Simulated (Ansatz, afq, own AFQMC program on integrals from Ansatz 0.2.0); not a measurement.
# H2Cl (doublet): quantum Monte Carlo beside coupled cluster at distance Cl1–H2 along a hydrogen transfer = 1.486 Å, cc-pVTZ

How near does AFQMC come to the top of the ladder for H2Cl (doublet)?

The runs use Ansatz 0.2.0, Gaussian basis, and an in-house AFQMC program (afq) on its integrals; all values are calculated; cc-pVTZ, frozen cores.

Plan: PBE (unrestricted); r2SCAN (unrestricted); PBE0 (unrestricted); B3LYP (unrestricted); CCSD(T) on UHF; wB97M-V (unrestricted); B2PLYP (unrestricted); CCSDT(Q) on UHF; Phaseless AFQMC, CISD trial on UHF.

## 1. What is computed

The geometry derives from fragments relaxed apart (PBE0/def2-TZVP) and kept rigid, so it is no stationary point. A hydrogen atom is moved between rigid fragments.

3 atoms, charge 0, spin multiplicity 2.

Atoms are counted from 1 here; the program's logs count them from 0.

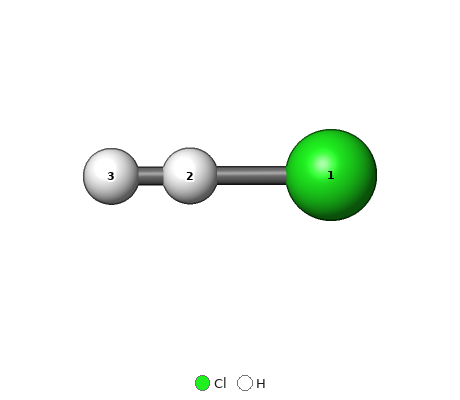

The geometry (chlorine green, hydrogen white); atoms are numbered from 1 in the order of the file.

Geometry (Å):

```xyz
3
ClH2
Cl    0.00000    0.00000   -1.26667
H     0.00000    0.00000    0.21933
H     0.00000    0.00000    1.04733
```

## 2. PBE (unrestricted)

in.yaml reads:

```yaml
crystal:
  periodic: [false, false, false]
  atoms:
    - {symbol: Cl, position_ang: [0.000000, 0.000000, -1.266667]}
    - {symbol: H, position_ang: [0.000000, 0.000000, 0.219333]}
    - {symbol: H, position_ang: [0.000000, 0.000000, 1.047333]}
basis:
  gaussian: {orbitals: cc-pVTZ}
magnetization: {spin_polarized: true, initial_magnetization: 1}
hamiltonian: {xc: {name: PBE}}
output: {orbitals: {seedname: orbitals}}
```

Launch:

```
$ ansatz run in.yaml --threads 1 --pin off --events-out ev --progress --plain --max-ram 5632MiB --backend cpu
```

The program printed:

```text
Functional definition: PBE
  name "PBE"
  cite "Perdew, Burke & Ernzerhof, Phys. Rev. Lett. 77, 3865 (1996) doi:10.1103/PhysRevLett.77.3865"
  parent pbe
  parameter kappa = 0.804
  parameter beta = 0.06672455060314922
  exchange = pbe_x(kappa = kappa, mu = beta*pi^2/3)
  correlation = pbe_c(beta = beta)
393 factors; their error is unknown
mean field evaluation 1: about -12547.6793 eV, gradient 7.3e0 eV
mean field evaluation 2: about -12547.7727 eV, gradient 7.1e0 eV
mean field evaluation 4: about -12548.0980 eV, gradient 6.7e-1 eV
mean field evaluation 8: about -12548.0899 eV, gradient 8.6e-3 eV
mean field evaluation 16: about -12546.0229 eV, gradient 6.6e-1 eV
mean field -12548.08986603 eV, -461.1337971758 hartree, gradient 3.2e-5 eV, S^2 0.754191; 3 other end points of the search recorded, 0 dependent functions left out
reference -12548.08989439 eV, -461.1337982179 hartree; 10, 9 occupied and 52, 53 virtual orbitals, 393 factors
Total energy: -12548.08989439 eV, -461.1337982179 hartree
```

Run time: 1 s. Hardware: 1 thread of AMD EPYC 7R13 (Zen 3), shared host; peak memory 1.6 GiB.

From the report: ⟨S²⟩ of the determinant 0.754 (pure doublet: 0.75).

## 3. r2SCAN (unrestricted)

Edit in.yaml of step 2 so:

```diff
@@ -9,3 +9,2 @@
 magnetization: {spin_polarized: true, initial_magnetization: 1}
-hamiltonian: {xc: {name: PBE}}
-output: {orbitals: {seedname: orbitals}}
+hamiltonian: {xc: {name: r2SCAN}}
```

Same command.

The program printed:

```text
Functional definition: r2SCAN
  name "r2SCAN"
  cite "Furness, Kaplan, Ning, Perdew & Sun, J. Phys. Chem. Lett. 11, 8208 (2020) doi:10.1021/acs.jpclett.0c02405"
  cite "Furness, Kaplan, Ning, Perdew & Sun, J. Phys. Chem. Lett. 11, 9248 (2020) doi:10.1021/acs.jpclett.0c03077"
  parent r2scan
  parameter k0 = 0.174
  parameter k1 = 0.065
  parameter a1 = 4.9479
  exchange = r2scan_x(k0 = k0, k1 = k1, a1 = a1)
  correlation = r2scan_c
393 factors; their error is unknown
mean field evaluation 1: about -12552.1254 eV, gradient 6.4e0 eV
mean field evaluation 2: about -12552.2827 eV, gradient 5.2e0 eV
mean field evaluation 4: about -12552.4452 eV, gradient 6.4e-1 eV
mean field evaluation 8: about -12552.4379 eV, gradient 1.2e-2 eV
mean field -12552.43789136 eV, -461.2935841594 hartree, gradient 2.0e-5 eV, S^2 0.758342; 0 other end points of the search recorded, 0 dependent functions left out
reference -12552.43789964 eV, -461.2935844639 hartree; 10, 9 occupied and 52, 53 virtual orbitals, 393 factors
Total energy: -12552.43789964 eV, -461.2935844639 hartree
```

Wall time 1.1 s (1 thread of AMD EPYC 7R13 (Zen 3), shared host); peak memory 1.6 GiB.

From the report: ⟨S²⟩ of the determinant 0.758 (pure doublet: 0.75).

## 4. PBE0 (unrestricted)

Edit in.yaml of step 3 so:

```diff
@@ -9,2 +9,3 @@
 magnetization: {spin_polarized: true, initial_magnetization: 1}
-hamiltonian: {xc: {name: r2SCAN}}
+hamiltonian: {xc: {name: PBE0}}
+output: {orbitals: {seedname: orbitals}}
```

Same command.

The program printed:

```text
Functional definition: PBE0
  name "PBE0"
  cite "Adamo & Barone, J. Chem. Phys. 110, 6158 (1999) doi:10.1063/1.478522"
  cite "Perdew, Burke & Ernzerhof, Phys. Rev. Lett. 77, 3865 (1996) doi:10.1103/PhysRevLett.77.3865"
  parent pbe
  parameter a = 0.25
  parameter kappa = 0.804
  parameter beta = 0.06672455060314922
  exchange = (1 - a)*pbe_x(kappa = kappa, mu = beta*pi^2/3) + a*exact_x
  correlation = pbe_c(beta = beta)
419 factors; their error is unknown
mean field evaluation 1: about -12548.8170 eV, gradient 4.9e0 eV
mean field evaluation 2: about -12548.9482 eV, gradient 3.1e0 eV
mean field evaluation 4: about -12548.9983 eV, gradient 1.6e-1 eV
mean field evaluation 8: about -12549.0742 eV, gradient 2.5e-2 eV
mean field -12549.07418361 eV, -461.1699701798 hartree, gradient 4.0e-5 eV, S^2 0.758621; 0 other end points of the search recorded, 0 dependent functions left out
reference -12549.07420500 eV, -461.1699709657 hartree; 10, 9 occupied and 52, 53 virtual orbitals, 419 factors
Total energy: -12549.07420500 eV, -461.1699709657 hartree
```

It took 0.54 s on 1 thread of AMD EPYC 7R13 (Zen 3), shared host; peak memory 1.6 GiB.

From the report: ⟨S²⟩ of the determinant 0.759 (pure doublet: 0.75).

## 5. B3LYP (unrestricted)

Edit in.yaml of step 4 so:

```diff
@@ -9,3 +9,2 @@
 magnetization: {spin_polarized: true, initial_magnetization: 1}
-hamiltonian: {xc: {name: PBE0}}
-output: {orbitals: {seedname: orbitals}}
+hamiltonian: {xc: {name: B3LYP}}
```

Same command.

The program printed:

```text
Functional definition: B3LYP
  name "B3LYP"
  cite "Stephens, Devlin, Chabalowski & Frisch, J. Phys. Chem. 98, 11623 (1994) doi:10.1021/j100096a001"
  cite "Becke, Phys. Rev. A 38, 3098 (1988) doi:10.1103/PhysRevA.38.3098"
  cite "Lee, Yang & Parr, Phys. Rev. B 37, 785 (1988) doi:10.1103/PhysRevB.37.785"
  cite "Vosko, Wilk & Nusair, Can. J. Phys. 58, 1200 (1980) doi:10.1139/p80-159"
  parameter a0 = 0.2
  parameter ax = 0.72
  parameter ac = 0.81
  exchange = (1 - a0 - ax)*slater_x + ax*b88_x + a0*exact_x
  correlation = (1 - ac)*vwn_rpa_c + ac*lyp_c
408 factors; their error is unknown
mean field evaluation 1: about -12553.6178 eV, gradient 5.5e0 eV
mean field evaluation 2: about -12553.7579 eV, gradient 3.8e0 eV
mean field evaluation 4: about -12553.8301 eV, gradient 1.8e-1 eV
mean field evaluation 8: about -12553.8886 eV, gradient 1.2e-2 eV
mean field -12553.88861840 eV, -461.3468973948 hartree, gradient 1.0e-5 eV, S^2 0.756754; 0 other end points of the search recorded, 0 dependent functions left out
reference -12553.88880348 eV, -461.3469041966 hartree; 10, 9 occupied and 52, 53 virtual orbitals, 408 factors
Total energy: -12553.88880348 eV, -461.3469041966 hartree
```

Run time: 0.55 s. Hardware: 1 thread of AMD EPYC 7R13 (Zen 3), shared host; peak memory 1.6 GiB.

From the report: ⟨S²⟩ of the determinant 0.757 (pure doublet: 0.75).

## 6. CCSD(T) on UHF

Edit in.yaml of step 5 so:

```diff
@@ -9,2 +9,2 @@
 magnetization: {spin_polarized: true, initial_magnetization: 1}
-hamiltonian: {xc: {name: B3LYP}}
+correlation: {method: ccsd_t, electrons: outside_noble_gas, hamiltonian_folder: ham}
```

Launch:

```
$ ansatz run in.yaml --threads 1 --pin off --events-out ev --progress --plain --max-ram 16896MiB --backend cuda --devices 0, --max-vram 18GiB
```

The program printed, shortened:

```text
Functional definition: HF
  name "HF"
  cite "Fock, Z. Phys. 61, 126 (1930) doi:10.1007/BF01340294"
  parent pbe
[...]
345 factors; integrals over basis functions are off by at most 1.4e-3 eV
[...]
mean field -12533.11910782 eV, -460.5836319590 hartree, gradient 3.0e-6 eV, S^2 0.785699; 1 other end points of the search recorded, 0 dependent functions left out
determinant -12533.11910782 eV, -460.5836319590 hartree, with singles and doubles -12539.58730193 eV, -460.8213337086 hartree
determinant -12531.46353330 eV, -460.5227907179 hartree, with singles and doubles -12537.82741930 eV, -460.7566592145 hartree
5 core orbitals not correlated: weight in the atoms' cores, before any rotation towards them, 1.000 or more for the frozen orbitals, at most 0.000 for the correlated occupied ones
reference -12533.11910782 eV, -460.5836319590 hartree; 5, 4 occupied and 52, 53 virtual orbitals, 345 factors
second order -5.69192937 eV of doubles, -0.00000000 eV of singles
cycle   1  -6.41672266 eV  change   -2.2e-1 eV  update   1.2e-2
[...]
cycle   7  -6.42448514 eV  change   -1.0e-5 eV  update   1.1e-5
perturbative correction -0.21898454 eV, -0.0080475335 hartree
Total energy: -12539.76257750 eV, -460.8277749667 hartree
```

Wall time 3.5 s (1 × NVIDIA H100 80GB HBM3 with 1 thread of AMD EPYC 7R13 (Zen 3), shared host); peak host memory 1.6 GiB.

From the report: ⟨S²⟩ of the determinant 0.786 (pure doublet: 0.75); correlation -6.6435 eV; T1 0.013; largest double amplitude 0.06.

This run also writes the integrals to the folder ham.

## 7. wB97M-V (unrestricted)

Edit in.yaml of step 6 so:

```diff
@@ -9,2 +9,3 @@
 magnetization: {spin_polarized: true, initial_magnetization: 1}
-correlation: {method: ccsd_t, electrons: outside_noble_gas, hamiltonian_folder: ham}
+hamiltonian: {xc: {name: wB97M-V}}
+output: {orbitals: {seedname: orbitals}}
```

Launch:

```
$ ansatz run in.yaml --threads 1 --pin off --events-out ev --progress --plain --max-ram 5632MiB --backend cpu
```

The program printed, shortened:

```text
Functional definition: wB97M-V
  name "wB97M-V"
  cite "Mardirossian & Head-Gordon, J. Chem. Phys. 144, 214110 (2016) doi:10.1063/1.4952647"
  cite "Becke, J. Chem. Phys. 107, 8554 (1997) doi:10.1063/1.475007"
  cite "Vydrov & Van Voorhis, J. Chem. Phys. 133, 244103 (2010) doi:10.1063/1.3521275"
  # Of w^i u^j: cxij and so on, Table III.
[...]
  gx(w, u) = 1 - cx + cx01*u + cx10*w
  gss(w, u) = css00 + css04*u^4 + css10*w + css20*w^2 + css43*w^4*u^3
  gos(w, u) = cos00 + cos10*w + (cos20 + cos21*u)*w^2 + (cos60 + cos61*u)*w^6
[...]
      + integral(e_c_pw_mod_opposite_spin*gos(b97_w_opposite, b97_u_opposite)) + vv10(b, c)
396 factors; their error is unknown
84 factors; integrals over basis functions are off by at most 8.8e-5 eV
[...]
mean field -12552.18797461 eV, -461.2843998884 hartree, gradient 2.2e-5 eV, S^2 0.756126; 0 other end points of the search recorded, 0 dependent functions left out
reference -12552.18800247 eV, -461.2844009120 hartree; 10, 9 occupied and 52, 53 virtual orbitals, 396 factors
Total energy: -12552.18800247 eV, -461.2844009120 hartree
```

Wall time 2.1 s (1 thread of AMD EPYC 7R13 (Zen 3), shared host); peak memory 1.6 GiB.

From the report: ⟨S²⟩ of the determinant 0.756 (pure doublet: 0.75).

## 8. B2PLYP (unrestricted)

Edit in.yaml of step 7 so:

```diff
@@ -9,3 +9,3 @@
 magnetization: {spin_polarized: true, initial_magnetization: 1}
-hamiltonian: {xc: {name: wB97M-V}}
-output: {orbitals: {seedname: orbitals}}
+hamiltonian: {xc: {name: B2PLYP}}
+correlation: {electrons: outside_noble_gas}
```

The command is unchanged.

The program printed, shortened:

```text
Functional definition: B2PLYP
  name "B2PLYP"
  cite "Grimme, J. Chem. Phys. 124, 034108 (2006) doi:10.1063/1.2148954"
  cite "Becke, Phys. Rev. A 38, 3098 (1988) doi:10.1103/PhysRevA.38.3098"
  cite "Lee, Yang & Parr, Phys. Rev. B 37, 785 (1988) doi:10.1103/PhysRevB.37.785"
[...]
345 factors; integrals over basis functions are off by at most 1.4e-3 eV
[...]
mean field -12547.70955922 eV, -461.1198211584 hartree, gradient 8.5e-6 eV, S^2 0.765690; 0 other end points of the search recorded, 0 dependent functions left out
5 core orbitals not correlated: weight in the atoms' cores, before any rotation towards them, 1.000 or more for the frozen orbitals, at most 0.000 for the correlated occupied ones
reference -12547.70967729 eV, -461.1198254973 hartree; 5, 4 occupied and 52, 53 virtual orbitals, 345 factors
second order -6.96307321 eV of doubles, -0.00000000 eV of singles
Total energy: -12549.58970706 eV, -461.1889153169 hartree
```

Wall time 0.79 s (1 thread of AMD EPYC 7R13 (Zen 3), shared host); peak memory 1.6 GiB.

From the report: ⟨S²⟩ of the determinant 0.766 (pure doublet: 0.75).

## 9. CCSDT(Q) on UHF

Edit in.yaml of step 8 so:

```diff
@@ -9,3 +9,2 @@
 magnetization: {spin_polarized: true, initial_magnetization: 1}
-hamiltonian: {xc: {name: B2PLYP}}
-correlation: {electrons: outside_noble_gas}
+correlation: {method: ccsdt_q, electrons: outside_noble_gas}
```

Launch:

```
$ ansatz run in.yaml --threads 1 --pin off --events-out ev --progress --plain --max-ram 16896MiB --backend cuda --devices 0, --max-vram 18GiB
```

The program printed, shortened:

```text
Functional definition: HF
  name "HF"
  cite "Fock, Z. Phys. 61, 126 (1930) doi:10.1007/BF01340294"
  parent pbe
[...]
673 factors; integrals over basis functions are off by at most 2.1e-7 eV
[...]
mean field -12533.11911103 eV, -460.5836320770 hartree, gradient 3.0e-6 eV, S^2 0.785699; 1 other end points of the search recorded, 0 dependent functions left out
determinant -12533.11911103 eV, -460.5836320770 hartree, with singles and doubles -12539.58731484 eV, -460.8213341828 hartree
determinant -12531.46353332 eV, -460.5227907186 hartree, with singles and doubles -12537.82743525 eV, -460.7566598007 hartree
5 core orbitals not correlated: weight in the atoms' cores, before any rotation towards them, 1.000 or more for the frozen orbitals, at most 0.000 for the correlated occupied ones
reference -12533.11911103 eV, -460.5836320770 hartree; 5, 4 occupied and 52, 53 virtual orbitals, 673 factors
second order -5.69194451 eV of doubles, -0.00000000 eV of singles
cycle   1  -6.21082414 eV  change   -5.2e-1 eV  update   6.1e-2
[...]
cycle  14  -6.66296702 eV  change   -4.2e-8 eV  update   3.9e-7
perturbative correction -0.00839469 eV, -0.0003084991 hartree
Total energy: -12539.79047273 eV, -460.8288000976 hartree
```

It took 6 s on 1 × NVIDIA H100 80GB HBM3 with 1 thread of AMD EPYC 7R13 (Zen 3), shared host; peak host memory 1.6 GiB.

From the report: ⟨S²⟩ of the determinant 0.786 (pure doublet: 0.75); correlation -6.6714 eV; T1 0.014; largest double amplitude 0.07.

## 10. Phaseless AFQMC, CISD trial on UHF

It reads the integrals that the CCSD(T) run on this determinant wrote.

Launch:

```
$ afq ham --method phaseless --trial cisd --walkers 4000 --populations 20 --least-time 60 --time-step 0.005 --steps-per-block 50 --equilibration-blocks 28 --max-blocks 4000 --target-error 0.00018 --factor-cut 1e-05 --start spin_pure --seed 2761 --release-times 0.24,0.51,0.99,1.62,2.4 --release-step 0.03 --release-every 3 --taylor-order 6
```

The program printed:

```text
orbitals 57  electrons 5 4  factors 337 of 345
reference energy -460.58363196 Eh
CCSD correlation -0.23609551 Eh in 10 cycles, weight of the determinant in the CISD state 0.9076
energy of the start -460.818490 Eh
 block  time / (1/Eh)  mean weight  energy / Eh
     1     0.250  0.9997  -460.817966
     2     0.500  1.0000  -460.821167
     3     0.750  0.9997  -460.823933
     4     1.000  1.0000  -460.825734
     5     1.250  0.9997  -460.826872
     6     1.500  0.9997  -460.826697
     7     1.750  0.9998  -460.827155
     8     2.000  1.0000  -460.827746
     9     2.250  1.0001  -460.828407
    10     2.500  0.9999  -460.828166
    11     2.750  1.0002  -460.828392
    12     3.000  1.0000  -460.828801
    13     3.250  1.0000  -460.828510
    14     3.500  0.9999  -460.828013
    15     3.750  0.9998  -460.827787
    16     4.000  0.9999  -460.828111
    17     4.250  0.9999  -460.828822
    18     4.500  0.9999  -460.828772
    19     4.750  0.9998  -460.828542
    20     5.000  1.0002  -460.828461
    21     5.250  0.9998  -460.828781
    22     5.500  1.0000  -460.828814
    23     5.750  0.9997  -460.828500
    24     6.000  0.9999  -460.828597
    25     6.250  0.9998  -460.828576
    26     6.500  0.9999  -460.828744
    27     6.750  1.0002  -460.828336
    28     7.000  1.0000  -460.828527
    29     7.250  1.0004  -460.828218
    30     7.500  1.0001  -460.828499
    31     7.750  1.0000  -460.828282
    32     8.000  1.0001  -460.828326
    33     8.250  1.0000  -460.828522
    34     8.500  0.9999  -460.828966
    35     8.750  0.9999  -460.828611
    36     9.000  1.0003  -460.828302
    37     9.250  1.0004  -460.828149
    38     9.500  0.9994  -460.828478
    39     9.750  1.0001  -460.828731
    40    10.000  0.9999  -460.828645
    41    10.250  1.0001  -460.828448
    42    10.500  1.0003  -460.828693
    43    10.750  1.0002  -460.828787
    44    11.000  0.9998  -460.828249
    45    11.250  0.9999  -460.828542
    46    11.500  0.9999  -460.828108
    47    11.750  1.0000  -460.828335
    48    12.000  0.9998  -460.828760
    49    12.250  0.9999  -460.828245
    50    12.500  1.0000  -460.828227
    51    12.750  0.9998  -460.828276
    52    13.000  0.9999  -460.828934
    53    13.250  1.0002  -460.828351
    54    13.500  1.0002  -460.828450
    55    13.750  0.9994  -460.828254
    56    14.000  1.0005  -460.828092
    57    14.250  1.0001  -460.828355
    58    14.500  0.9999  -460.828536
    59    14.750  1.0003  -460.828079
    60    15.000  1.0003  -460.828441
    61    15.250  1.0001  -460.828556
    62    15.500  0.9999  -460.828352
    63    15.750  1.0002  -460.828533
    64    16.000  1.0003  -460.828570
    65    16.250  0.9998  -460.828205
    66    16.500  1.0000  -460.828371
    67    16.750  1.0001  -460.828545
    68    17.000  0.9998  -460.828609
    69    17.250  0.9999  -460.828878
    70    17.500  1.0001  -460.829323
    71    17.750  0.9999  -460.829183
    72    18.000  0.9997  -460.828784
    73    18.250  0.9999  -460.828665
    74    18.500  1.0003  -460.828601
    75    18.750  0.9999  -460.828403
    76    19.000  0.9999  -460.828688
    77    19.250  0.9997  -460.828540
    78    19.500  1.0001  -460.828154
error from the spread of 20 populations
released: time / (1/Eh)  energy / Eh  error  mean overlap
  0.24  -460.828603  0.000095  0.9989
  0.51  -460.828681  0.000068  0.9973
  0.99  -460.828810  0.000095  0.9919
  1.62  -460.828909  0.000068  0.9879
  2.40  -460.828881  0.000165  0.9799
energy -460.828497 +/- 0.000086 Eh
```

Run time: 79 s. Hardware: 1 × NVIDIA H100 80GB HBM3 with 2 threads of AMD EPYC 7R13 (Zen 3), shared host; peak host memory 1.6 GiB.

Energy -12539.7822 ± 0.0023 eV. Caveats: constraint bias not in the error.

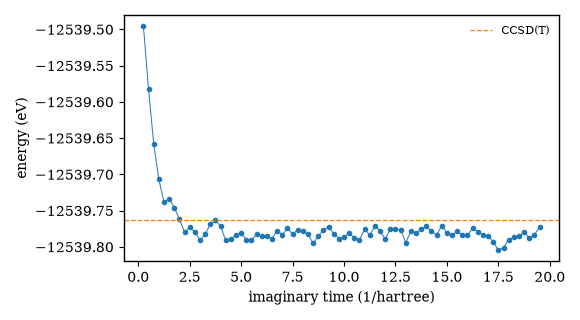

Block energies along the walk.

## 11. AFQMC on the ladder

On the UHF determinant, counted from CCSDT(Q) (a yardstick, not exact):

```tsv
level	energy (eV)	from CCSDT(Q) (kcal/mol)	statistical error (kcal/mol)	time
HF	-12533.1191	+153.85		
MP2	-12538.8110	+22.59		
CCSD	-12539.5436	+5.69		
CCSD(T)	-12539.7626	+0.64		
CCSDT(Q)	-12539.7905	0.00		
Phaseless AFQMC, CISD trial, step 0.005, 4000 walkers	-12539.7822	+0.19	0.05	79 s
```

The functionals' totals stand on their own zeros and serve differences with other points: PBE -12548.090 eV; r2SCAN -12552.438 eV; PBE0 -12549.074 eV; B3LYP -12553.889 eV; wB97M-V -12552.188 eV; B2PLYP -12549.590 eV.

## 12. Summary of results

| quantity | value |
| --- | --- |
| CCSD(T) on UHF from CCSDT(Q) | +0.64 kcal/mol |
| Phaseless AFQMC, CISD trial on UHF from CCSDT(Q) | +0.19 ± 0.05 kcal/mol |

**Reading.** On UHF the phaseless walk with the CISD trial lies +0.19 kcal/mol from CCSDT(Q), 4 times its error bar. Error bars are statistical and leave out the constraint, the time step and what remains of the start.
